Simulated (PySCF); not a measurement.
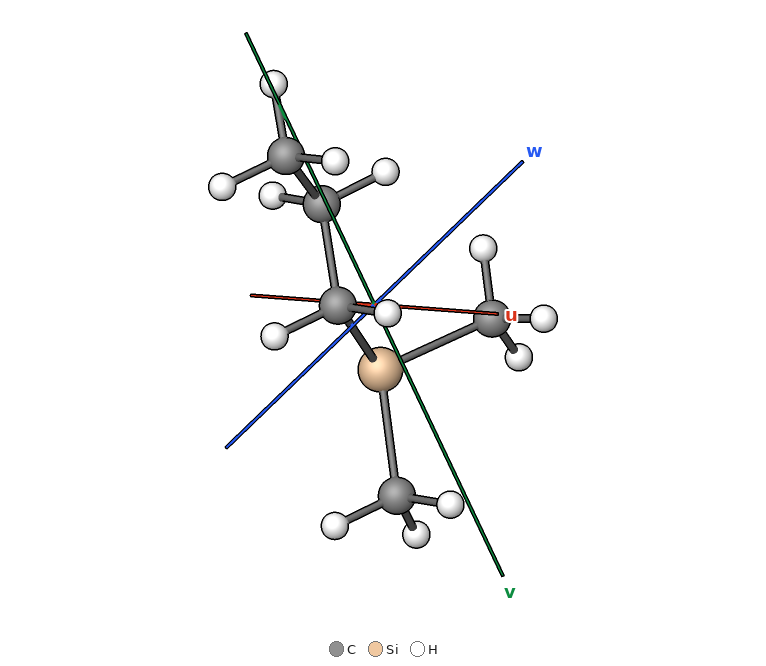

The lines u, v and w are the principal axes of the g tensor. State: neutral, doublet. The computed structure is the end point of a GFN2-xTB optimisation. No frequency run is at hand to confirm it as a minimum. Method: UKS B3LYP, pcH-1 on C H Si, non-relativistic, mean-field spin-orbit, GIAO (PySCF 2.14.0).

Question: Along which axis does g lie farthest from the free-electron value?

Answer: Along v: the shift is 1771 ppm.

Give the principal values and shifts.

```
axis        g  shift (ppm)
   u  2.00212         −195
   v  2.00409         1771
   w  2.00378         1461
```

The geometry is semi-empirical. Around Si such bond lengths and angles can be off by a tenth of an ångström or more and by several degrees, and values that hang on the shape move with them.
